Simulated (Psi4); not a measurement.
# CF2 (SMILES F[C]F): B2PLYP/def2-TZVPP (density fitting for correlation)

What is the energy change on altering one bond length of CF2 at B2PLYP/def2-TZVPP (density fitting for correlation)? 

Program for the calculation: Psi4 1.11.

## (1) Starting point

The species is CF2 (3 atoms), meant as a singlet with charge 0. As SMILES, `F[C]F`. The shape is that of a PBE0-D4/def2-TZVP optimisation.

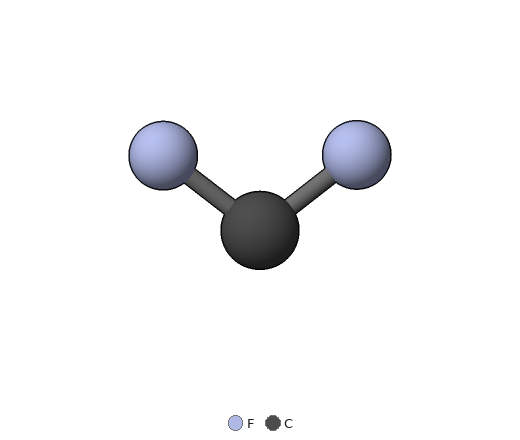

The structure, seen from a chosen angle (fluorine light blue, carbon dark grey).

## (2) A single-point energy at B2PLYP/def2-TZVPP (density fitting for correlation)

cf2.xyz reads:

```xyz
3
CF2
F      0.316310     0.971410     0.281600
C      0.382340    -0.318520     0.175150
F     -0.698640    -0.652890    -0.456750
```

run_ase.py reads:

```python
import numpy as np
from ase.calculators.psi4 import Psi4
from ase.io import read

atoms = read('cf2.xyz')
calc = Psi4(atoms=atoms, method='b2plyp', basis='def2-TZVPP', memory='2200MB', num_threads=1, charge=0, multiplicity=1, label='cf2', reference='rks')
calc.psi4.set_options({'puream': True, 'e_convergence': 1e-09, 'd_convergence': 1e-08, 'scf_type': 'pk', 'dft_radial_points': 99, 'dft_spherical_points': 590, 'num_frozen_docc': 3})
atoms.calc = calc

print(f'energy: {atoms.get_potential_energy():.6f} eV')
```

On the command line:

```console
python run_ase.py
```

cf2.dat:

```text
[...]
  Running in c1 symmetry.
[...]
  Nuclear repulsion =   64.979424921358827
[...]
  Multiplicity = 1
[...]
  Nalpha       = 12
  Nbeta        = 12
[...]
    Number of basis functions: 93
[...]
   @RKS iter   1:  -237.43744498505959   -4.22017e-01   3.45405e-03 ADIIS/DIIS
[...]
   @RKS iter  10:  -237.46676415918628   -1.33582e-12   9.32550e-09 DIIS
[...]
    Orbital Energies [Eh]
    ---------------------
    Doubly Occupied:
       1A    -25.441419     2A    -25.441403     3A    -10.833876
       4A     -1.519055     5A     -1.438796     6A     -0.822219
       7A     -0.705625     8A     -0.662832     9A     -0.657833
      10A     -0.578425    11A     -0.558185    12A     -0.382641
[...]
  @RKS Final Energy:  -237.46676415918628
   => Energetics <=
    Nuclear Repulsion Energy =             64.9794249213588273
    One-Electron Energy =                -457.7704930716826084
    Two-Electron Energy =                 167.8917734938922024
    DFT Exchange-Correlation Energy =     -12.5674695027547010
    Empirical Dispersion Energy =           0.0000000000000000
    VV10 Nonlocal Energy =                  0.0000000000000000
    Total Energy =                       -237.4667641591862832
[...]
 Multipole Moments:
 ------------------------------------------------------------------------------------
     Multipole            Electronic (a.u.)      Nuclear  (a.u.)        Total (a.u.)
 ------------------------------------------------------------------------------------
 L = 1.  Multiply by 2.5417464519 to convert [e a0] to [Debye]
 Dipole X            :         -0.4079425            0.2597054           -0.1482370
 Dipole Y            :          0.3398603           -0.2163574            0.1235029
 Dipole Z            :         -0.1868792            0.1189721           -0.0679071
 Magnitude           :                                                    0.2045448
[...]
```

The script printed:

```text
energy: -6467.354853 eV
```

It took 13 s on 1 thread of Intel Xeon at 2.50GHz (Skylake/Cascade Lake), shared host; peak memory 0.76 GiB.

## (3) The distorted shape at the same level

cf2.xyz reads:

```xyz
3
CF2
F      0.856799     1.138595     0.597549
C      0.922829    -0.151335     0.491099
F     -0.698640    -0.652890    -0.456750
```

run.py reads:

```python
import psi4

psi4.set_memory('2200 MB')
psi4.set_num_threads(1)
psi4.set_output_file('psi4.out', False)

with open('cf2.xyz') as f:
    atoms = ''.join(f.readlines()[2:])
mol = psi4.geometry('0 1\n' + atoms + 'symmetry c1\nno_reorient\nno_com')

psi4.set_options({
    'basis': 'def2-TZVPP',
    'puream': True,
    'e_convergence': 1e-09,
    'd_convergence': 1e-08,
    'scf_type': 'pk',
    'dft_radial_points': 99,
    'dft_spherical_points': 590,
    'num_frozen_docc': 3,
})

result, w = psi4.energy("B2PLYP", return_wfn=True)
print('E =', round(result, 9))
```

On the command line:

```console
python run.py
```

psi4.out:

```text
[...]
  Running in c1 symmetry.
[...]
  Nuclear repulsion =   53.258360607382471
[...]
  Multiplicity = 1
[...]
  Nalpha       = 12
  Nbeta        = 12
[...]
    Number of basis functions: 93
[...]
   @RKS iter   1:  -237.22128220716687   -7.55047e-01   6.16740e-03 ADIIS/DIIS
[...]
   @RKS iter  13:  -237.36116644074346   -2.38742e-12   2.96021e-09 DIIS
[...]
    Orbital Energies [Eh]
    ---------------------
    Doubly Occupied:
       1A    -25.537785     2A    -25.294430     3A    -10.933760
       4A     -1.559197     5A     -1.234239     6A     -0.864884
       7A     -0.700477     8A     -0.695321     9A     -0.579162
      10A     -0.437590    11A     -0.436436    12A     -0.411308
[...]
  @RKS Final Energy:  -237.36116644074346
   => Energetics <=
    Nuclear Repulsion Energy =             53.2583606073824711
    One-Electron Energy =                -434.8951187967364831
    Two-Electron Energy =                 156.7503096741654360
    DFT Exchange-Correlation Energy =     -12.4747179255548968
    Empirical Dispersion Energy =           0.0000000000000000
    VV10 Nonlocal Energy =                  0.0000000000000000
    Total Energy =                       -237.3611664407434603
[...]
 Multipole Moments:
 ------------------------------------------------------------------------------------
     Multipole            Electronic (a.u.)      Nuclear  (a.u.)        Total (a.u.)
 ------------------------------------------------------------------------------------
 L = 1.  Multiply by 2.5417464519 to convert [e a0] to [Debye]
 Dipole X            :        -12.0033523           13.1532592            1.1499069
 Dipole Y            :         -5.8251440            6.5447546            0.7196106
 Dipole Z            :         -7.2504241            7.9628996            0.7124756
 Magnitude           :                                                    1.5322358
[...]
```

On the terminal:

```text
E = -237.581778588
```

Wall time 14 s (1 thread of Intel Xeon at 2.50GHz (Skylake/Cascade Lake), shared host); peak memory 0.72 GiB.

## (4) What came out

Level: B2PLYP/def2-TZVPP (density fitting for correlation), 3 core orbitals frozen.

```
                                                         quantity          value
                                        first shape: total energy  -237.67091 Eh
                   first shape: HOMO energy (SCF part's orbitals)      -10.41 eV
                   first shape: LUMO energy (SCF part's orbitals)       -0.55 eV
                 first shape: HOMO–LUMO gap (SCF part's orbitals)        9.86 eV
                                    distorted shape: total energy  -237.58178 Eh
               distorted shape: HOMO energy (SCF part's orbitals)      -11.19 eV
               distorted shape: LUMO energy (SCF part's orbitals)       -2.99 eV
             distorted shape: HOMO–LUMO gap (SCF part's orbitals)        8.21 eV
energy change with the C2–F3 bond stretched from 1.296 to 1.944 Å       2.425 eV
```

What this shows: With the C2–F3 bond stretched from 1.296 to 1.944 Å the energy rises by 2.43 eV (234 kJ/mol). The first shape isn't relaxed at this level, so the change isn't measured from a minimum.
